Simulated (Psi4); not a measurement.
# [S3]2− ([S3]2-) at HF/6-31G(d) (density fitting with cc-pvtz-jkfit, spherical functions, sweep point 4)

Aim: the vertical singlet–triplet gap of [S3]2− ([S3]2-) at HF/6-31G* (density fitting with cc-pvtz-jkfit, spherical functions, sweep point 4), from 2 runs. 

The calculation is run with Psi4 1.11.

2 further runs of the same task are left out: 2 set aside as unsound or not needed.

## 1. Starting point

The species is [S3]2− (3 atoms), meant as a singlet with charge -2. The shape is that of a GFN2-xTB optimisation.

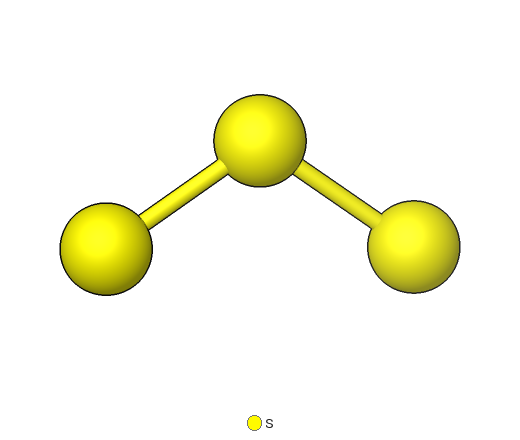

The structure, seen from a chosen angle (sulfur yellow).

## 2. The energy at HF/6-31G(d) (density fitting with cc-pvtz-jkfit, spherical functions, sweep point 4)

File job.inp:

```
memory 1600 MB

molecule system {
  -2 1
  S      1.34848967    -0.30063653     2.95581512
  S     -0.76626505     1.19109438     0.12846358
  S     -0.58222462    -0.89043895    -3.08427870
  units bohr
  symmetry c1
}

set basis 6-31G*
set puream true
set scf_type df
set df_basis_scf cc-pvtz-jkfit

result, w = energy('scf', return_wfn=True)
```

Command:

```
$ psi4 job.inp job.out -n 1
```

job.out:

```text
[...]
  Running in c1 symmetry.
[...]
  Nuclear repulsion =  173.783652772933920
[...]
  Multiplicity = 1
[...]
  Nalpha       = 25
  Nbeta        = 25
[...]
    Number of basis functions: 54
[...]
   @DF-RHF iter   1: -1192.32646308116773   -3.50597e-01   5.85326e-03 DIIS/ADIIS
[...]
   @DF-RHF iter   8: -1192.41360402035571   -1.73977e-07   8.60517e-07 DIIS
[...]
    Orbital Energies [Eh]
    ---------------------
    Doubly Occupied:
       1A    -91.560913     2A    -91.500686     3A    -91.500670
       4A     -8.575423     5A     -8.514520     6A     -8.514505
       7A     -6.258133     8A     -6.256009     9A     -6.253877
      10A     -6.197988    11A     -6.197988    12A     -6.194077
      13A     -6.194076    14A     -6.193707    15A     -6.193704
      16A     -0.645113    17A     -0.492005    18A     -0.340270
      19A     -0.091570    20A     -0.075929    21A     -0.070894
      22A      0.044608    23A      0.061808    24A      0.066728
      25A      0.125939
[...]
  @DF-RHF Final Energy: -1192.41360402035571
   => Energetics <=
    Nuclear Repulsion Energy =            173.7836527729339196
    One-Electron Energy =               -2017.3485292760692573
    Two-Electron Energy =                 651.1512724827796319
    Total Energy =                      -1192.4136040203557059
[...]
 Multipole Moments:
 ------------------------------------------------------------------------------------
     Multipole            Electronic (a.u.)      Nuclear  (a.u.)        Total (a.u.)
 ------------------------------------------------------------------------------------
 L = 1.  Multiply by 2.5417464519 to convert [e a0] to [Debye]
 Dipole X            :         -0.6927771           -0.0000000           -0.6927771
 Dipole Y            :         -0.0658562           -0.0000000           -0.0658562
 Dipole Z            :         -0.0000000            0.0000000           -0.0000000
 Magnitude           :                                                    0.6959002
[...]
```

Run time: 1.3 s. Hardware: 1 thread of AMD EPYC 9R14 (Zen 4), shared host; peak memory 0.2 GiB.

## 3. The triplet

File calc.inp:

```
memory 1.6 GB

molecule {
  -2 3
  S      1.34848967    -0.30063653     2.95581512
  S     -0.76626505     1.19109438     0.12846358
  S     -0.58222462    -0.89043895    -3.08427870
  units bohr
  symmetry c1
}

set globals {
  reference    uhf
  puream       true
  scf_type     df
  df_basis_scf cc-pvtz-jkfit
  maxiter      150
}

energy("hf/6-31G*")
```

Command:

```
$ psi4 -i calc.inp -o calc.out -n 1
```

calc.out:

```text
[...]
  Running in c1 symmetry.
[...]
  Nuclear repulsion =  173.783652772933920
[...]
  Multiplicity = 3
[...]
  Nalpha       = 26
  Nbeta        = 24
[...]
    Number of basis functions: 54
[...]
   @DF-UHF iter   1: -1192.20673597505379   -2.30870e-01   6.22685e-03 DIIS/ADIIS
[...]
   @DF-UHF iter  11: -1192.30770883208902   -5.46181e-08   7.62374e-07 DIIS
[...]
   @S^2 Observed:                2.036308606E+00
[...]
    Orbital Energies [Eh]
    ---------------------
    Alpha Occupied:
       1A    -91.593517     2A    -91.500720     3A    -91.500636
       4A     -8.610126     5A     -8.515501     6A     -8.515425
       7A     -6.295779     8A     -6.287673     9A     -6.284864
      10A     -6.201159    11A     -6.201092    12A     -6.198262
      13A     -6.198195    14A     -6.192617    15A     -6.192532
      16A     -0.689818    17A     -0.517587    18A     -0.387424
      19A     -0.129415    20A     -0.120107    21A     -0.119686
      22A      0.020743    23A      0.050517    24A      0.052713
      25A      0.079306    26A      0.227198
    Alpha Virtual:
[...]
  @DF-UHF Final Energy: -1192.30770883208902
   => Energetics <=
    Nuclear Repulsion Energy =            173.7836527729339196
    One-Electron Energy =               -2016.9187525768447813
    Two-Electron Energy =                 650.8273909718219556
    Total Energy =                      -1192.3077088320887924
  UHF NO Occupations:
  HONO-2 :   24  A 1.9905775
  HONO-1 :   25  A 1.0000000
[...]
 Multipole Moments:
 ------------------------------------------------------------------------------------
     Multipole            Electronic (a.u.)      Nuclear  (a.u.)        Total (a.u.)
 ------------------------------------------------------------------------------------
 L = 1.  Multiply by 2.5417464519 to convert [e a0] to [Debye]
 Dipole X            :         -0.9795198           -0.0000000           -0.9795198
 Dipole Y            :         -0.0919898           -0.0000000           -0.0919898
 Dipole Z            :         -0.0000000            0.0000000           -0.0000000
 Magnitude           :                                                    0.9838298
[...]
```

Run time: 1.4 s. Hardware: 1 thread of AMD EPYC 9R14 (Zen 4), shared host; peak memory 0.2 GiB.

## 4. Outcome

At HF/6-31G* (density fitting with cc-pvtz-jkfit, spherical functions, sweep point 4):

```
                                                      quantity           value
                                         singlet: total energy  -1192.41360 Eh
                                          singlet: HOMO energy         3.43 eV
                                          singlet: LUMO energy        13.67 eV
singlet: HOMO–LUMO gap (to an unbound level, set by the basis)        10.25 eV
                                         triplet: total energy  -1192.30771 Eh
                   triplet: HOMO energy (highest over α and β)         6.18 eV
                    triplet: LUMO energy (lowest over α and β)        10.84 eV
                                                 triplet: ⟨S²⟩           2.036
              vertical energy of the triplet above the singlet        2.882 eV
```

**Reading.** At this shape the triplet lies 2.88 eV (278 kJ/mol) above the singlet. Its highest level lies above zero, so the electron may be held by the basis, which then sets this gap. The HOMO (singlet) lies at positive energy, 3.43 eV: the electron is unbound at this level or held by a compact basis; values depend on the basis. The HOMO (triplet) lies at positive energy, 6.18 eV: the electron is unbound at this level or held by a compact basis; values depend on the basis.
